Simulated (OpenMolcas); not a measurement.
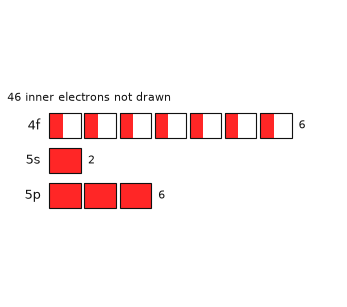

The outer shells of the leading configuration of the lowest level: a box for each of the 2l + 1 orbitals, shaded by the share of the shell that is filled, with the electron count at the right.

# Eu³⁺ complex: multiconfigurational calculation (part 1 of 2)

- system: Eu³⁺ with 6 ligands (Cl; octahedron, 2.794 Å), embedded in Cs2NaYCl6 by model potentials and point charges, whose field is part of the energies.
- method: state-averaged CASSCF, active space 6 electrons in the shell 4f, basis ANO-RCC-VDZP on the metal and ANO-RCC-VDZP on the ligands, DKH2 scalar Hamiltonian, spin-orbit coupling by RASSI with atomic mean-field integrals (OpenMolcas)

**Input file**
```
&GATEWAY
Basis set
Eu.ANO-RCC-VDZP.
Eu1 0.0 0.0 0.0 Angstrom
End of basis
Basis set
Cl.ANO-RCC-VDZP.
L1 2.794000 0.000000 0.000000 Angstrom
L2 0.000000 2.794000 0.000000 Angstrom
L3 0.000000 0.000000 2.794000 Angstrom
End of basis
Basis set
Na.EMB-AIMP.Al-Abdalla.7s4p.1s1p.ECP.Cs2NaYCl6.
PseudoCharge
* 3 symmetry-unique lattice sites within 7.6 angstrom
End of basis
Basis set
Cs.EMB-AIMP.Al-Abdalla.0s.0s.ECP.Cs2NaYCl6.
PseudoCharge
* 4 symmetry-unique lattice sites within 7.6 angstrom
End of basis
Basis set
Cl.EMB-AIMP.Al-Abdalla.0s.0s.ECP.Cs2NaYCl6.
PseudoCharge
* 12 symmetry-unique lattice sites within 7.6 angstrom
End of basis
Basis set
Y.EMB-AIMP.Al-Abdalla.0s.0s.ECP.Cs2NaYCl6.
PseudoCharge
* 6 symmetry-unique lattice sites within 7.6 angstrom
End of basis
Symmetry
XYZ
AngMom=0.0 0.0 0.0
AMFI
RICD
XField
1564 Angstrom 0
* Evjen-weighted lattice charges
&SEWARD
&RASSCF
FileOrb=start.orb
Symmetry=1
Spin=7
nActEl=6 0 0
Inactive=42 39
Ras2=0 7
CIRoot=7 7 1
SDav=7
CIMx=300
Iter=150 100
PrWF=0.3
OrbListing=Nothing
MaxOrb=0
LevShft=1.0
>>> COPY $Project.JobIph JOB001
&RASSCF
FileOrb=start.orb
Symmetry=1
Spin=5
nActEl=6 0 0
Inactive=42 39
Ras2=0 7
CIRoot=140 140 1
SDav=140
CIMx=300
Iter=150 100
PrWF=0.3
OrbListing=Nothing
MaxOrb=0
CIOnly
LevShft=1.0
>>> COPY $Project.JobIph JOB002
&RASSCF
FileOrb=start.orb
Symmetry=1
Spin=3
nActEl=6 0 0
Inactive=42 39
Ras2=0 7
CIRoot=162 162 1
SDav=588
CIMx=300
Iter=150 100
PrWF=0.3
OrbListing=Nothing
MaxOrb=0
CIOnly
LevShft=1.0
>>> COPY $Project.JobIph JOB003
&RASSI
NrOfJobIphs=3 7 77 3
1 2 3 4 5 6 7
1 2 3 4 5 6 7 8 9 10 11 12 13 14 15 16 17 18 19 20 21 22 23 24 25 26 27
28 29 30 31 32 33 34 35 36 37 38 39 40 41 42 43 44 45 46 47 48 49 50 51
52 53 54 55 56 57 58 59 60 61 62 63 64 65 66 67 68 69 70 71 72 73 74 75
76 77
1 2 3
IphNames
JOB001
JOB002
JOB003
EJob
SpinOrbit
DIPRint=1.0
SOCoupling=1000.0
Subsets=2
Property=9
'ANGMOM' 1 'ANGMOM' 2 'ANGMOM' 3 'MLTPL  1' 1 'MLTPL  1' 2 'MLTPL  1' 3
'AMFI' 1 'AMFI' 2 'AMFI' 3
SOProperty=3
'ANGMOM' 1 'ANGMOM' 2 'ANGMOM' 3
```

The file start.orb holds starting orbitals from an earlier step. A driver script formed the levels outside the program, from RASSI's spin-orbit matrix and the active-space energies, averaged over the components of each term or state.

Hardware: 1 thread of Arm Neoverse V1, 24 GiB of memory available, shared host.

Launched with:
```bash
OMP_NUM_THREADS=1 MOLCAS_MEM=2457 MOLCAS_PROJECT=a pymolcas a.inp > a.log  # once for each step of the input, in one work folder
```

**Output (extracts)**
```
--- SEWARD ---
Basis set label: EU.ANO-RCC...7S6P4D2F1G.

      Electronic valence basis set:
      ------------------
      Associated Effective Charge  63.000000 au
      Associated Actual Charge     63.000000 au
      Nuclear Model: Point charge

      Shell  nPrim  nBasis  Cartesian Spherical Contaminant
         s      25       7        X
         p      22       6        X
         d      15       4                 X
         f      11       2                 X
         g       4       1                 X
                  Relativistic Douglas-Kroll-Hess integrals:
                    - DKH order of Hamiltonian: 2
                    - DKH order of Properties : 0
                  Atomic mean-field integrals
--- RASSCF ---
Wave function specifications:
      -----------------------------

      Number of closed shell electrons         162
      Number of electrons in active shells       6
      Max number of holes in RAS1 space          0
      Max nr of electrons in RAS3 space          0
      Number of inactive orbitals               81
      Number of active orbitals                  7
      Number of secondary orbitals             112
      Spin quantum number                      3.0
      State symmetry                             1
Orbital specifications:
      -----------------------

      Symmetry species                           1   2
                                                ag  au
      Frozen orbitals                            0   0
      Inactive orbitals                         42  39
      Active orbitals                            0   7
      RAS1 orbitals                              0   0
      RAS2 orbitals                              0   7
      RAS3 orbitals                              0   0
      Secondary orbitals                        60  52
      Deleted orbitals                           0   0
      Number of basis functions                102  98
      Number of CSFs                             7
      Number of root(s) required                 7
      Iter CI   SX   CI       RASSCF       Energy    max ROT     max BLB   max BLB  Level Ln srch  Step   QN
          iter iter root      energy       change     param      element    value   shift minimum  type update
 Nr of preliminary CI iterations:   1
      Total energies have been shifted. Add               -13000.00 au
        1   1    9    0  -601.04306430    0.00E+00  -5.36E-02   11  58 2 -2.59E-01*  1.24   0.00    SX    NO
        2   1   10    0  -601.47717136   -4.34E-01*  5.19E-02   42  45 1  1.53E-01*  0.81   0.00    SX    NO
        3   1    9    0  -601.59392296   -1.17E-01* -3.28E-02   42  45 1  9.45E-02*  0.78   0.00    SX    NO
        4   1    9    0  -601.62218471   -2.83E-02* -1.95E-02   42  45 1  5.41E-02*  0.72   0.00    SX    NO
        5   1    9    0  -601.63101440   -8.83E-03*  1.97E-02   42  45 1  3.18E-02*  0.71   2.11    LS   YES
        6   1    9    0  -601.63440214   -3.39E-03*  6.98E-03   10  58 1  1.50E-02*  0.70   1.10    QN   YES
        7   1    8    0  -601.63529263   -8.90E-04* -1.18E-03   11  55 2 -5.74E-03*  0.68   0.96    QN   YES
        8   1    7    0  -601.63545862   -1.66E-04*  4.58E-04    7  57 2 -1.11E-03*  0.68   1.28    QN   YES
        9   1    7    0  -601.63547646   -1.78E-05*  1.81E-04   15  60 2 -3.09E-04*  0.68   1.20    QN   YES
       10   1    6    0  -601.63547831   -1.85E-06*  9.21E-05   12  56 2  1.74E-04*  0.68   1.37    QN   YES
       11   1    6    0  -601.63547870   -3.82E-07* -4.32E-05   33  44 1  6.73E-05   0.68   1.28    QN   YES
       12   1    5    0  -601.63547877   -6.98E-08* -3.05E-05   33  44 1  4.00E-05   0.68   1.41    QN   YES
       13   1    5    0  -601.63547878   -1.73E-08*  1.30E-05   33  44 1  1.61E-05   0.68   1.30    QN   YES
       14   1    5    0  -601.63547879   -3.19E-09  -5.54E-06   20  57 1  8.13E-06   0.68   1.37    QN   YES
      Convergence after 14 iterations
       15   1    5    0  -601.63547879   -6.02E-10  -5.54E-06   20  57 1  3.67E-06   0.68   1.37    QN   YES
      Natural orbitals and occupation numbers for root  1
      sym 2:   1.000000   1.000000   0.000000   1.000000   1.000000   1.000000   1.000000
      Natural orbitals and occupation numbers for root  2
      sym 2:   1.000000  -0.000000   1.000000   1.000000   1.000000   1.000000   1.000000
      Natural orbitals and occupation numbers for root  3
      sym 2:   1.000000   1.000000   1.000000   1.000000   0.000000   1.000000   1.000000
::    RASSCF root number  1 Total energy: -13601.63609689
::    RASSCF root number  2 Total energy: -13601.63609689
::    RASSCF root number  3 Total energy: -13601.63609689
::    RASSCF root number  4 Total energy: -13601.63534120
::    RASSCF root number  5 Total energy: -13601.63490655
::    RASSCF root number  6 Total energy: -13601.63490655
::    RASSCF root number  7 Total energy: -13601.63490655
--- RASSCF ---
Wave function specifications:
      -----------------------------

      Number of closed shell electrons         162
      Number of electrons in active shells       6
      Max number of holes in RAS1 space          0
      Max nr of electrons in RAS3 space          0
      Number of inactive orbitals               81
      Number of active orbitals                  7
      Number of secondary orbitals             112
      Spin quantum number                      2.0
      State symmetry                             1
Orbital specifications:
      -----------------------

      Symmetry species                           1   2
                                                ag  au
      Frozen orbitals                            0   0
      Inactive orbitals                         42  39
      Active orbitals                            0   7
      RAS1 orbitals                              0   0
      RAS2 orbitals                              0   7
      RAS3 orbitals                              0   0
      Secondary orbitals                        60  52
      Deleted orbitals                           0   0
      Number of basis functions                102  98
      Number of CSFs                           140
      Number of root(s) required               140
      Iter CI   SX   CI       RASSCF       Energy    max ROT     max BLB   max BLB  Level Ln srch  Step   QN
          iter iter root      energy       change     param      element    value   shift minimum  type update
 Nr of preliminary CI iterations:   1
        1   1    0    0-13601.41316646    0.00E+00   0.00E+00   45  52 2 -1.80E-02*  0.00   0.00    SX    NO
      Natural orbitals and occupation numbers for root  1
      sym 2:   0.920794   0.871977   0.770476   0.769291   0.914033   0.918011   0.835418
      Natural orbitals and occupation numbers for root  2
      sym 2:   0.834878   0.770784   0.921158   0.872822   0.769163   0.910628   0.920566
      Natural orbitals and occupation numbers for root  3
      sym 2:   0.770688   0.913529   0.921264   0.917910   0.872241   0.835267   0.769102
::    RASSCF root number  1 Total energy: -13601.52552229
::    RASSCF root number  2 Total energy: -13601.52552229
::    RASSCF root number  3 Total energy: -13601.52552229
::    RASSCF root number  4 Total energy: -13601.52521807
::    RASSCF root number  5 Total energy: -13601.52521807
::    RASSCF root number  6 Total energy: -13601.51012664
::    RASSCF root number  7 Total energy: -13601.51012664
::    RASSCF root number  8 Total energy: -13601.51012664
::    RASSCF root number  9 Total energy: -13601.51007899
::    RASSCF root number 10 Total energy: -13601.51007899
::    RASSCF root number 11 Total energy: -13601.50995919
::    RASSCF root number 12 Total energy: -13601.50995919
::    RASSCF root number 13 Total energy: -13601.50995919
::    RASSCF root number 14 Total energy: -13601.50936487
::    RASSCF root number 15 Total energy: -13601.50936487
::    RASSCF root number 16 Total energy: -13601.50936487
::    RASSCF root number 17 Total energy: -13601.50901460
::    RASSCF root number 18 Total energy: -13601.50901460
::    RASSCF root number 19 Total energy: -13601.50894798
::    RASSCF root number 20 Total energy: -13601.50894798
::    RASSCF root number 21 Total energy: -13601.50894798
::    RASSCF root number 22 Total energy: -13601.50885889
::    RASSCF root number 23 Total energy: -13601.50393266
::    RASSCF root number 24 Total energy: -13601.50393266
::    RASSCF root number 25 Total energy: -13601.50393266
::    RASSCF root number 26 Total energy: -13601.50392461
::    RASSCF root number 27 Total energy: -13601.50391863
::    RASSCF root number 28 Total energy: -13601.50391863
::    RASSCF root number 29 Total energy: -13601.50333721
::    RASSCF root number 30 Total energy: -13601.50333721
--- RASSCF ---
Wave function specifications:
      -----------------------------

      Number of closed shell electrons         162
      Number of electrons in active shells       6
      Max number of holes in RAS1 space          0
      Max nr of electrons in RAS3 space          0
      Number of inactive orbitals               81
      Number of active orbitals                  7
      Number of secondary orbitals             112
      Spin quantum number                      1.0
      State symmetry                             1
Orbital specifications:
      -----------------------

      Symmetry species                           1   2
                                                ag  au
      Frozen orbitals                            0   0
      Inactive orbitals                         42  39
      Active orbitals                            0   7
      RAS1 orbitals                              0   0
      RAS2 orbitals                              0   7
      RAS3 orbitals                              0   0
      Secondary orbitals                        60  52
      Deleted orbitals                           0   0
      Number of basis functions                102  98
      Number of CSFs                           588
      Number of root(s) required               162
      Iter CI   SX   CI       RASSCF       Energy    max ROT     max BLB   max BLB  Level Ln srch  Step   QN
          iter iter root      energy       change     param      element    value   shift minimum  type update
 Nr of preliminary CI iterations:   1
        1   1    0    0-13601.40565623    0.00E+00   0.00E+00   45  52 2 -1.94E-02*  0.00   0.00    SX    NO
      Natural orbitals and occupation numbers for root  1
      sym 2:   0.897510   0.810119   0.830942   0.835048   0.829565   0.899972   0.896845
      Natural orbitals and occupation numbers for root  2
      sym 2:   0.900478   0.808076   0.829887   0.830546   0.837295   0.897092   0.896626
      Natural orbitals and occupation numbers for root  3
      sym 2:   0.900139   0.809169   0.831111   0.896430   0.835917   0.897699   0.829536
::    RASSCF root number  1 Total energy: -13601.43243746
::    RASSCF root number  2 Total energy: -13601.43243746
::    RASSCF root number  3 Total energy: -13601.43243746
::    RASSCF root number  4 Total energy: -13601.42739237
::    RASSCF root number  5 Total energy: -13601.42733889
::    RASSCF root number  6 Total energy: -13601.42733889
::    RASSCF root number  7 Total energy: -13601.42733889
::    RASSCF root number  8 Total energy: -13601.42732178
::    RASSCF root number  9 Total energy: -13601.42732178
::    RASSCF root number 10 Total energy: -13601.42732178
::    RASSCF root number 11 Total energy: -13601.42722670
::    RASSCF root number 12 Total energy: -13601.42722670
::    RASSCF root number 13 Total energy: -13601.42718679
::    RASSCF root number 14 Total energy: -13601.42718679
::    RASSCF root number 15 Total energy: -13601.42718679
::    RASSCF root number 16 Total energy: -13601.42700140
::    RASSCF root number 17 Total energy: -13601.42700140
::    RASSCF root number 18 Total energy: -13601.42700140
::    RASSCF root number 19 Total energy: -13601.42658620
::    RASSCF root number 20 Total energy: -13601.42658620
::    RASSCF root number 21 Total energy: -13601.42658620
::    RASSCF root number 22 Total energy: -13601.42654894
::    RASSCF root number 23 Total energy: -13601.42654894
::    RASSCF root number 24 Total energy: -13601.42651954
::    RASSCF root number 25 Total energy: -13601.42651954
::    RASSCF root number 26 Total energy: -13601.42651954
::    RASSCF root number 27 Total energy: -13601.42296804
::    RASSCF root number 28 Total energy: -13601.42296804
::    RASSCF root number 29 Total energy: -13601.42296804
::    RASSCF root number 30 Total energy: -13601.42289170
```

(Continued in part 2.) Outcome of the run: converged.
